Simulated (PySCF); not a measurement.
# NMR shielding calculation of B$_{5}$H$_{8}$Cl

- system: B$_{5}$H$_{8}$Cl (nido-B5H9 (Cl for H, site b on B))
- method: GIAO PBE0/pcSseg-1 NMR shielding, non-relativistic, IEF-PCM chloroform (PySCF 2.14.0)

The geometry comes from this level: GFN2-xTB. Figures and captions count atoms from 1; the log counts them from 0 in places.

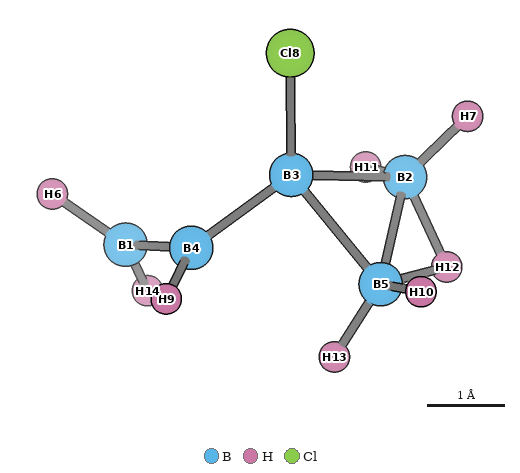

Figure 1. The structure as given in the input (ball-and-stick view, seen at an oblique angle; atoms are numbered from 1 in the order of the input). Bond lengths as drawn: B–B 1.61 to 1.88 Å, B–Cl 1.73 Å and B–H 1.17 to 1.30 Å.

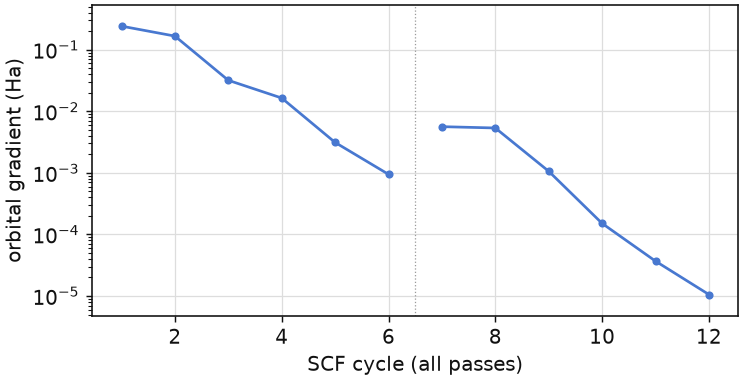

Figure 2. Convergence of the self-consistent field: orbital gradient against the SCF cycle. The dotted line marks the change from a coarse to the final integration grid. The first 6 cycles use a coarse grid, the final grid takes over at cycle 7, and the field converges after 12 cycles in all.

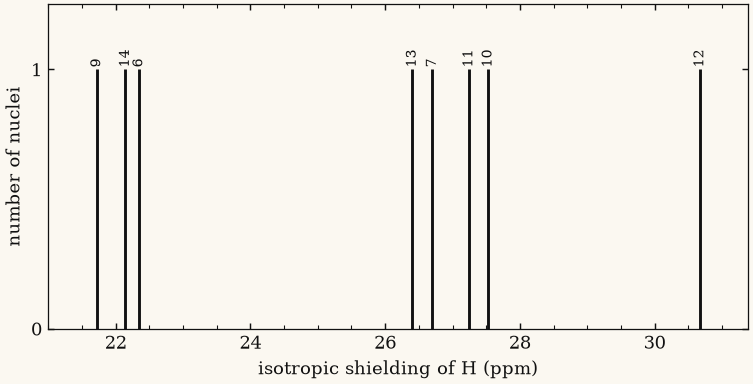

Figure 3. Isotropic shieldings of the hydrogen nuclei in this fixed geometry, labelled by atom number; shielding grows to the right, so chemical shift grows to the left. The least shielded is H9 (21.7 ppm), the most shielded H12 (30.7 ppm).

The input and output of the run follow.

### The input
```
{"job": {"kind": "nmr", "xc": "PBE0", "basis": "pcSseg-1", "solvent": "chloroform", "pop": false}, "charge": 0, "multiplicity": 1}
B     -2.020682     0.245231    -1.155910
B      0.890290     0.791941     1.203402
B     -0.098307    -0.691901     0.599094
B     -0.871043    -0.836940    -0.824691
B      1.476168    -0.119408    -0.203653
H     -3.154227     0.013219    -0.961308
H      1.354655     0.649808     2.275460
Cl    -0.574702    -1.514981     2.042121
H     -0.629493    -1.707970    -1.569831
H      2.271302    -0.977828    -0.066066
H      0.090033     1.655533     1.102360
H      1.872514     0.980075     0.367249
H      1.240806     0.167125    -1.326265
H     -1.796118     1.313710    -1.583633
```

The first line tells a small driver script what to run in PySCF; the rest is the geometry in Å.

Run as:
```bash
OMP_NUM_THREADS=1 python <driver script> task.json out
```

### Log
```
coarse grid: 12016 points
cycle   1  E = -588.7631581395  dE =  4.389e-01  |g| = 2.415e-01  |ddm| = 3.246e+00
cycle   2  E = -588.7766252534  dE = -1.347e-02  |g| = 1.665e-01  |ddm| = 5.082e-01
cycle   3  E = -588.7851315984  dE = -8.506e-03  |g| = 3.186e-02  |ddm| = 1.955e-01
cycle   4  E = -588.7853707904  dE = -2.392e-04  |g| = 1.642e-02  |ddm| = 5.396e-02
cycle   5  E = -588.7854568214  dE = -8.603e-05  |g| = 3.120e-03  |ddm| = 2.223e-02
cycle   6  E = -588.7854596855  dE = -2.864e-06  |g| = 9.467e-04  |ddm| = 4.952e-03
final grid: 110768 points
cycle   7  E = -588.8131667962  dE = -4.489e-05  |g| = 5.630e-03  |ddm| = 3.337e-02
cycle   8  E = -588.8131676835  dE = -8.873e-07  |g| = 5.357e-03  |ddm| = 1.280e-02
cycle   9  E = -588.8131770616  dE = -9.378e-06  |g| = 1.062e-03  |ddm| = 7.033e-03
cycle  10  E = -588.8131773365  dE = -2.750e-07  |g| = 1.511e-04  |ddm| = 1.302e-03
cycle  11  E = -588.8131773436  dE = -7.038e-09  |g| = 3.684e-05  |ddm| = 2.081e-04
cycle  12  E = -588.8131773440  dE = -4.313e-10  |g| = 1.057e-05  |ddm| = 6.187e-05
converged SCF energy = -588.8131773440

GIAO shielding tensors (ppm)
atom      isotropic    diamagn.    paramagn.     s11        s22        s33       span
  0 B        3.655     195.045    -191.390   -105.697    -16.420    133.083    238.780
  1 B       73.330     196.188    -122.858     39.130     48.209    132.652     93.522
  2 B        1.481     198.484    -197.003   -129.947     11.244    123.145    253.092
  3 B       -1.002     200.875    -201.877    -92.612      8.052     81.554    174.167
  4 B       86.587     196.106    -109.519     51.984     74.519    133.259     81.275
  5 H       22.339      29.188      -6.849     11.415     25.751     29.852     18.437
  6 H       26.697      30.044      -3.348     23.725     25.804     30.560      6.835
  7 Cl     572.305    1149.054    -576.749    146.912    301.775   1268.229   1121.317
  8 H       21.715      29.367      -7.652     10.465     24.266     30.413     19.948
  9 H       27.524      29.283      -1.760     26.249     26.834     29.488      3.239
 10 H       27.238      30.626      -3.387     24.186     28.230     29.299      5.114
 11 H       30.668      28.599       2.069     25.427     32.417     34.159      8.731
 12 H       26.398      31.260      -4.862     23.988     26.920     28.287      4.300
 13 H       22.139      29.097      -6.959     10.740     26.393     29.282     18.542
```

### Key numbers

```json
{"quantity": "outcome", "value": "converged"}
{"quantity": "total energy", "value": "−588.813177 hartree"}
{"quantity": "HOMO", "value": "−7.84 eV"}
{"quantity": "LUMO", "value": "−3.16 eV"}
{"quantity": "dipole moment", "value": "1.03 D"}
{"quantity": "isotropic shielding, B", "value": "−1.0 to 86.6 ppm"}
{"quantity": "isotropic shielding, H", "value": "21.7 to 30.7 ppm"}
{"quantity": "isotropic shielding, Cl", "value": "572.3 ppm"}
{"quantity": "hardware", "value": "1 CPU thread, shared host"}
{"quantity": "wall time", "value": "14 s"}
{"quantity": "peak memory", "value": "0.75 GiB"}
```
